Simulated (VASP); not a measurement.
Band structure of Ca (fcc). Method: revPBE GGA, VASP's PBE PAW potentials (set 64) (plane waves; VASP 6.6.1).

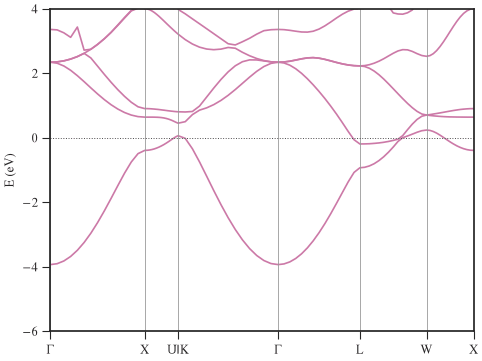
Figure: Bands along high-symmetry lines, zero at the valence-band maximum or, without a gap, the Fermi level

Question: Read the plot: is there a gap, and where are the band edges?

Answer: It has no gap at this level: it comes out as a metal or semimetal. (Edges off the drawn lines would not show.)

The compound is Ca in the fcc structure. It was relaxed first.
